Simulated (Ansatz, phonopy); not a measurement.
# Quasi-harmonic thermodynamics of K (Im-3m), part 2 of 3

How much does K expand with temperature?

Measurements to reproduce:
- heat capacity C_P per formula unit 29.4 J/mol/K near room temperature (given in “High-Throughput Prediction of Finite-Temperature Properties using the Quasi-Harmonic Approximation”, 2016, arXiv:1603.06924)

Ansatz 0.2.0; DFT PBEsol, scalar-relativistic, plane waves, PAW.

So far. Step 4 (Tight relaxation): The residual pressure is -2.9e-5 GPa, small enough for phonons. Step 5 (Relaxing at another setting): The residual pressure is -3.6e-5 GPa, small enough for phonons. The relaxed cell has a = 5.215 Å (conventional setting).

The database entry behind the starting cell lists a temperature near 5 K, so it need not match the best structure at ambient conditions.

## Step 6: Phonons on strained cells, cutoff 550 eV

Thermal expansion follows from how the free energy of the vibrations (and of the electrons in a metal) changes with strain, so the program makes strained cells, their phonons and a fit in one run.

input.yaml

```yaml
crystal:
  lattice:
    - [-2.6074342262, 2.6074342262, 2.6074342262]
    - [2.6074342262, -2.6074342262, 2.6074342262]
    - [2.6074342262, 2.6074342262, -2.6074342262]
  atoms:
    - { symbol: K, position: [0.0, 0.0, 0.0] }
kpoints:
  mp_grid: { grid: [12, 12, 12] }
hamiltonian:
  xc: pbesol
scf:
  occupations: { method: methfessel_paxton, width: 0.2 }
  lower_state_search: "off"
output:
  eigenvalues: true
basis:
  ecutwfc: 550.0
phonons:
  method: dfpt
  qmesh: [4, 4, 4]
  temperatures: { t_max: 300.0, t_step: 25 }
  thermal_expansion: {}
```

Launch:

```console
ansatz run input.yaml --threads 4 --pin off --max-ram 16384MiB --backend cpu --events-out ev --progress --plain --runs-dir out
```

Numbers of over 12 decimals in the logs are rounded to 6 here.

The log of the run:

```text
[...]
Crystal: 1 atoms, lattice volume = 70.909 Å³
Basis set: ecut = 550 eV, 2093 PW (Γ), exchange–correlation on 72×72×72 points (8 copies of the dense FFT grid, shifted against one another)
Bands: 9, of which v1, the nominal top of the filled ones, is band 5 counted from 1 (4 counted from 0)
Symmetry: 48 space group operations
[...]
k-points: 72 of 1728
[...]
SCF iter   1: F=—  HF=-1516.027896 eV  |F-HF|=—  |Δ(HF+E_count)|=         —  Δρ=1.25e-3  dr2=6.07e-4  ethr=1.77e-3  ⟨swp⟩=5.1  Hψ=4616  notcnv=0
[...]
SCF iter   8: F=-1516.027476 eV  HF=-1516.027476 eV  |F-HF|=9.09e-13  |Δ(HF+E_count)|=  2.02e-11  S|Δr|=    0.00e0  Δρ=4.15e-8  dr2=1.74e-12  ethr=1.00e-12  ⟨swp⟩=5.1  Hψ=2199  notcnv=0
SCF 1 converged in 8 iterations: F = -1516.027476 eV  dr2 = 1.74e-12
[...]
relax step   1: F+E_penalty+E_count = -1516.02747579 eV  Δ(F+E_penalty+E_count) = +0.000e0 eV  max|allowed force component| = 0.000e0 eV/Å  Δτ_max = 0.0000 Å  (8 SCF iters, accepted)
SCF converged after 8 iterations
[...]
Free energy (F): -1516.027476 eV
[...]
Internal energy: -1516.026223 eV  (E = F + TS)
E sigma→0 (E₀):  -1516.027162 eV
Entropy (-TS):   -0.001253 eV (-1.253 meV/atom)
Fermi energy:    1.851160 eV
[...]
--- Stress (GPa, compression-positive) ---
       -0.000036      -0.000000      -0.000000
        0.000000      -0.000036       0.000000
        0.000000       0.000000      -0.000036
  P = ⅓ Tr σ = -0.0000 GPa (-0.000 kbar)
--- Band table (eV; the first three rows and the last of 72) ---
[...]
── thermal expansion: 3 new cells, 3 in all ──
thermal expansion: relaxation of cell 2
thermal expansion: relaxation of cell 3
── thermal expansion: 2 new cells, 5 in all ──
thermal expansion: relaxation of cell 4
thermal expansion: electrons of cell 4
thermal expansion: phonons of cell 4
thermal expansion: relaxation of cell 5
thermal expansion: electrons of cell 1
thermal expansion: electrons of cell 2
thermal expansion: electrons of cell 3
thermal expansion: electrons of cell 5
thermal expansion: phonons of cell 5
── thermal expansion: 7 new cells, 12 in all ──
thermal expansion: relaxation of cell 6
thermal expansion: relaxation of cell 7
thermal expansion: relaxation of cell 8
thermal expansion: relaxation of cell 9
thermal expansion: relaxation of cell 10
thermal expansion: relaxation of cell 11
thermal expansion: relaxation of cell 12
thermal expansion: electrons of cell 6
thermal expansion: electrons of cell 7
thermal expansion: electrons of cell 8
thermal expansion: electrons of cell 9
thermal expansion: electrons of cell 10
thermal expansion: electrons of cell 11
thermal expansion: electrons of cell 12
thermal expansion: phonons of cell 6
thermal expansion: phonons of cell 7
thermal expansion: phonons of cell 8
thermal expansion: phonons of cell 9
--- Relaxed structure (1 steps of the walk, 1 accepted, 0 SCFs on fresh bases) ---
  F+E_penalty+E_count = -1516.02747579 eV   max|allowed force component| = 0.000e0 eV/Å
  atoms:
    - { symbol: K, position: [0.0, 0.0, 0.0] }
--- Thermal expansion: 12 cells in 3 rounds, 0 GPa ---
  no lower state was looked for at cell 4: scf.lower_state_search: off
  without vibrations: a 4.51617, b 4.51617, c 4.51617 Å, V 70.9071 Å³, B 3.73 GPa
  at 0 K: a 4.52724, b 4.52724, c 4.52724 Å, V 71.4298 Å³, B 3.66 GPa
  zero-point expansion: a +0.245, b +0.245, c +0.245, V +0.737 %
      T/K        a/Å        b/Å        c/Å       V/Å³ | expansion of a, b, c, V (1e-6/K)   | that of V in the mean from 25 °C | C_P, C_V (J/mol K of the cell) | B_T, B_S (GPa)
     0.00    4.52724    4.52724    4.52724    71.4298 |    0.00    0.00    0.00    0.00 |  193.39 |     0.000     0.000 |     3.66     3.66
    50.00    4.53403    4.53403    4.53403    71.7517 |   55.24   55.24   55.24  165.73 |  215.24 |    20.961    20.749 |     3.57     3.61
   100.00    4.54816    4.54816    4.54816    72.4246 |   66.76   66.76   66.76  200.27 |  224.76 |    24.552    23.951 |     3.43     3.52
   150.00    4.56400    4.56400    4.56400    73.1839 |   72.02   72.02   72.02  216.07 |  233.00 |    25.711    24.697 |     3.28     3.42
   200.00    4.58099    4.58099    4.58099    74.0043 |   76.61   76.61   76.61  229.84 |  241.42 |    26.498    25.024 |     3.13     3.32
   250.00    4.59912    4.59912    4.59912    74.8864 |   81.44   81.44   81.44  244.33 |  250.45 |    27.226    25.226 |     2.97     3.21
   298.15    4.61776    4.61776    4.61776    75.8004 |   86.65   86.65   86.65  259.95 |       - |    27.962    25.375 |     2.81     3.10
   300.00    4.61850    4.61850    4.61850    75.8369 |   86.86   86.86   86.86  260.59 |  260.33 |    27.992    25.380 |     2.81     3.10
  the static fit leaves 0.000 meV an atom of the energies and, of the stresses, 0.000 GPa of each cell's largest along a strain (root mean squares over the cells), whose Pulay part it has at -0.000 GPa
  vibrations' free energy: its fit leaves 0.0000 meV an atom at the most
  the electrons' free energy at temperature is in it; its fit leaves 0.0000 meV an atom at the most
  free energies summed between the sampled wave vectors
  estimated error of the fitted expansion in any direction: up to 0.100e-6/K, at 300 K (an estimate, not a bound: it was exceeded on models of known expansion)
  by sums over the sampled wave vectors an expansion of the volume parts by up to 0.93e-6/K
  by a static energy of one degree less an expansion of the volume parts by up to 0.28e-6/K
```

Wall time 18 min (4 threads of Arm Neoverse V2, shared host); peak memory 3.4 GiB; 69 min of CPU time.

Numbers from this step:

```yaml
pressure: -3.63e-5 GPa
volume_expansion_coefficient_at_298_k: 259.9 1e-6/K
c_p_at_298_k: 27.96 J/mol-atom/K
entropy_at_298_k: 64.50 J/mol-atom/K
isothermal_bulk_modulus_at_298_k: 2.813 GPa
grueneisen_parameter_at_298_k: 1.316
volume_at_298_k: 75.8 Å³/atom
principal_linear_expansion_coefficients_at_298_k: 86.65, 86.65, 86.65 1e-6/K
```

Strained cells of the study; zero-point energy where phonons were solved; the pressures are stresses at a fixed cutoff and can carry an offset from the finite basis. Expansion cells, by row:

```
cell  |a| (Å)  |b| (Å)  |c| (Å)  V (Å³/atom)  E - E_lowest (meV/atom)  pressure, compression positive (GPa)  gap (eV)  zero-point energy (meV/atom)
   1    4.516    4.516    4.516        70.91                        0                                     0         -                             -
   2    4.552    4.552    4.552        72.62                    0.465                                -0.085         -                             -
   3     4.48     4.48     4.48        69.23                    0.477                                 0.093         -                             -
   4    4.516    4.516    4.516        70.92                        0                                -0.001         -                         9.575
   5    4.539    4.539    4.539        71.99                    0.187                                -0.055         -                         9.395
   6    4.569    4.569    4.569        73.43                    0.988                                -0.122         -                         9.157
   7    4.596    4.596    4.596        74.72                    2.194                                -0.177         -                         8.949
   8    4.622    4.622    4.622        76.03                    3.855                                -0.228         -                         8.741
   9    4.649    4.649    4.649        77.37                    5.958                                -0.276         -                         8.534
  10    4.472    4.472    4.472        68.83                    0.743                                 0.117         -                             -
  11    4.494    4.494    4.494        69.87                    0.182                                 0.057         -                             -
  12    4.687    4.687    4.687        79.24                     9.54                                -0.336         -                             -
```

Quasi-harmonic; a, b, c are the run's own cell vectors. Expansion, by row:

```
T (K)  a (Å)  b (Å)  c (Å)  alpha (deg)  beta (deg)  gamma (deg)  cell volume (Å³/cell)  alpha_a (1e-6/K)  alpha_b (1e-6/K)  alpha_c (1e-6/K)  alpha_V (1e-6/K)  C_P (J/mol-atom/K)  C_V (J/mol-atom/K)  S (J/mol-atom/K)  B_T (GPa)  B_S (GPa)  Grueneisen  extrapolation  fit error (1e-6/K)
    0  4.527  4.527  4.527        109.5       109.5        109.5                  71.43                 0                 0                 0                 0                   0                   0                 0       3.66       3.66           -              0                   0
   25  4.529  4.529  4.529        109.5       109.5        109.5                   71.5             33.73             33.73             33.73             101.2               13.14                13.1             7.918       3.63       3.65       1.209              0                0.01
   50  4.534  4.534  4.534        109.5       109.5        109.5                  71.75             55.24             55.24             55.24             165.7               20.96               20.75             19.99       3.57       3.61       1.233              0                0.02
   75  4.541  4.541  4.541        109.5       109.5        109.5                  72.07             62.79             62.79             62.79             188.4               23.44               23.03             29.04        3.5       3.57       1.244              0                0.03
  100  4.548  4.548  4.548        109.5       109.5        109.5                  72.42             66.76             66.76             66.76             200.3               24.55               23.95             35.95       3.43       3.52       1.252              0                0.03
  125  4.556  4.556  4.556        109.5       109.5        109.5                   72.8              69.6              69.6              69.6             208.8               25.22               24.42              41.5       3.36       3.47       1.259              0                0.03
  150  4.564  4.564  4.564        109.5       109.5        109.5                  73.18             72.02             72.02             72.02             216.1               25.71                24.7             46.15       3.28       3.42       1.267              0                0.03
  175  4.572  4.572  4.572        109.5       109.5        109.5                  73.59             74.32             74.32             74.32               223               26.12               24.89             50.14       3.21       3.37       1.274              0                0.05
  200  4.581  4.581  4.581        109.5       109.5        109.5                     74             76.61             76.61             76.61             229.8                26.5               25.02             53.65       3.13       3.32       1.282              0                0.06
  225   4.59   4.59   4.59        109.5       109.5        109.5                  74.44             78.97             78.97             78.97             236.9               26.86               25.13              56.8       3.05       3.26        1.29              0                0.08
  250  4.599  4.599  4.599        109.5       109.5        109.5                  74.89             81.44             81.44             81.44             244.3               27.23               25.23             59.64       2.97       3.21       1.298              0                0.08
  275  4.609  4.609  4.609        109.5       109.5        109.5                  75.35             84.06             84.06             84.06             252.2                27.6               25.31             62.26       2.89       3.15       1.307              0                0.07
298.1  4.618  4.618  4.618        109.5       109.5        109.5                   75.8             86.65             86.65             86.65             259.9               27.96               25.38              64.5       2.81        3.1       1.316              0                0.09
  300  4.619  4.619  4.619        109.5       109.5        109.5                  75.84             86.86             86.86             86.86             260.6               27.99               25.38             64.67       2.81        3.1       1.316              0                 0.1
```

Table of expansion coefficient by temperature; values in 1e-6/K:

```
temperature (K)  volume  principal 1
              0       0            0
             25     101         33.7
             50     166         55.2
             75     188         62.8
            100     200         66.8
            125     209         69.6
            150     216         72.0
            175     223         74.3
            200     230         76.6
            225     237         79.0
            250     244         81.4
            275     252         84.1
            298     260         86.7
            300     261         86.9
```

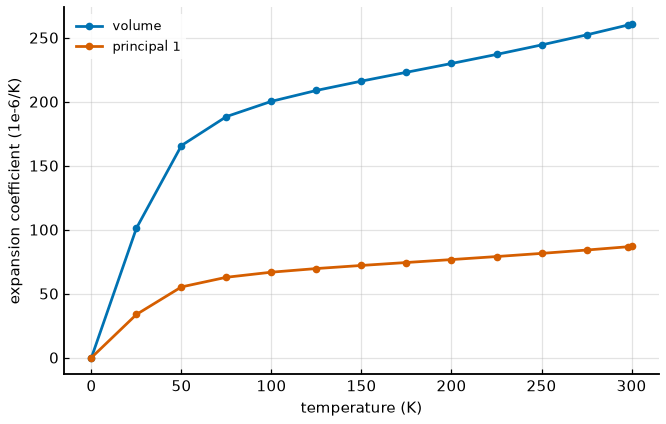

Expansion coefficient, plotted against temperature.

At 298 K the volume expansion is 260 × 10⁻⁶/K and B_T is 2.81 GPa.

## Step 7: Quasi-harmonic fit by phonopy

This step: DFT PBEsol, scalar-relativistic, plane waves, PAW (phonopy 4.10.0).

Table of energy (each curve on its own zero) by volume; values in meV/atom:

```
volume (Å³/atom)  static  F at 0 K  F at 300 K
           70.92       0      0.52        4.31
           71.99    0.19      0.52        3.05
           73.43    0.99      1.09        1.88
           74.72    2.19      2.08        1.32
           76.03    3.86      3.54        1.18
           77.37    5.96      5.43        1.44
```

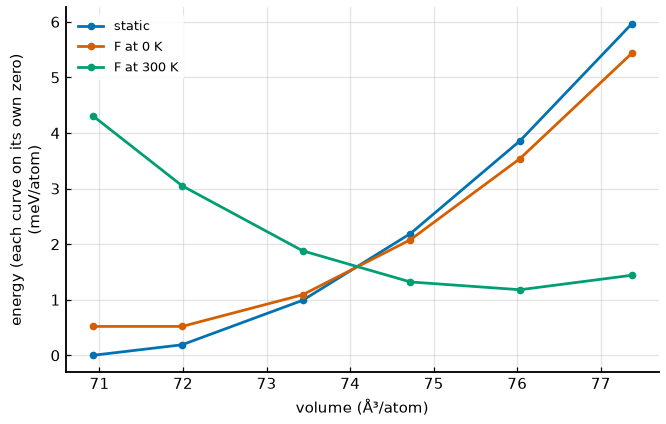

Energy (each curve on its own zero), plotted against volume.

Phonopy-qha, vinet fit of F(V) at each temperature. Qha vinet, by row:

```
T (K)  fitted volume (Å³/atom)  alpha_V (1e-6/K)  B_T (GPa)  C_P (J/mol-atom/K)  Grueneisen
   75                    72.07             186.7        3.5               23.69       1.241
  100                    72.42             199.8       3.43               24.74       1.258
  125                     72.8             208.6       3.36               25.36        1.27
  150                    73.18               216       3.29               25.81       1.281
  175                    73.59             222.9       3.21                26.2       1.291
  200                       74             229.9       3.13               26.56       1.301
  225                    74.44               237       3.05               26.91       1.312
  250                    74.89             244.4       2.97               27.27       1.323
  275                    75.35             252.3       2.89               27.63       1.335
```

Table of volume expansion coefficient by temperature; values in 1e-6/K:

```
temperature (K)  phonopy-qha, Vinet  Ansatz's own study
           75.0                 187                 188
          100.0                 200                 200
          125.0                 209                 209
          150.0                 216                 216
          175.0                 223                 223
          200.0                 230                 230
          225.0                 237                 237
          250.0                 244                 244
          275.0                 252                 252
```

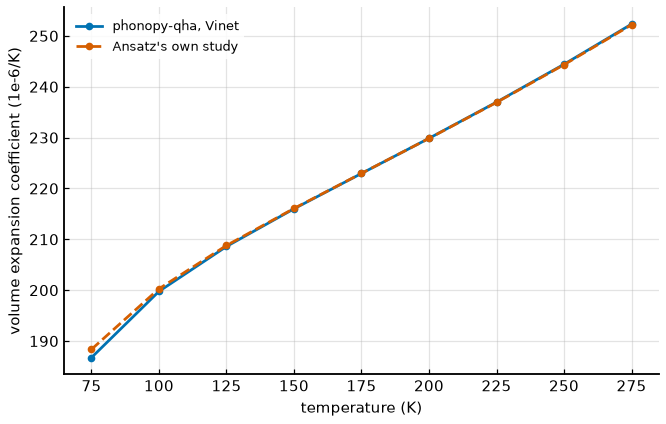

Volume expansion coefficient, plotted against temperature.

(Part 2 of 3 ends here.)

[Logs are printed without paths, hosts, clocks, repeated set-up lines and the standing remarks that a program may print on its own settings, such as how far it seeks lower states.]

[Hosts, paths, dates, database ids (printed as entryN), source tags and the programs' standing remarks are cut or masked in the printed files.]

[A step with changed settings may run another functional than the one named; its input shows which.]
